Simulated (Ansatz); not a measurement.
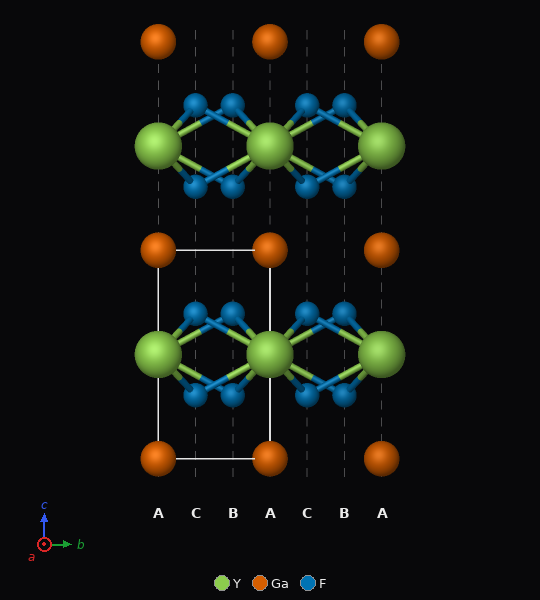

Projection along an edge of the hexagonal mesh, stacking direction c upwards. The dashed lines mark the three columns A (0, 0), B (1/3, 2/3) and C (2/3, 1/3). The sequence starts with the first layer at or above the cell's origin.

YGaF4. Coordinates: the end point of a relaxation with DFT PBE, scalar-relativistic, plane waves, PAW (Ansatz 0.2.0); the starting structure was generated, so it need not be a known form of this composition.

### Read off the stacking sequence over one period.

Ga(A) – F(B)+F(C) – Y(A) – F(B)+F(C) (four layers in 6.28 Å).
